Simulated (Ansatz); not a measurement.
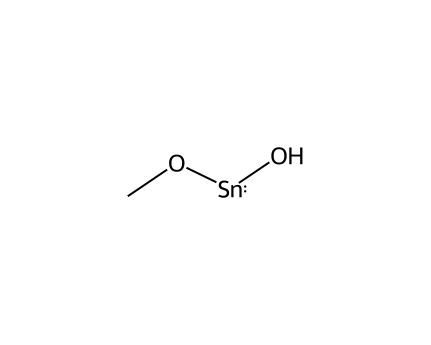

Source: calculation with Ansatz.

2D structure.

Transcribe the drawing into SMILES.

Answer. C[O][Sn][OH]

Give the formula, hydrogens included.

Answer. CH4O2Sn.

An optimisation with PBE0-D4/def2-TZVP gave a structure of which point group?

Answer. Cs. Other conformers may differ.
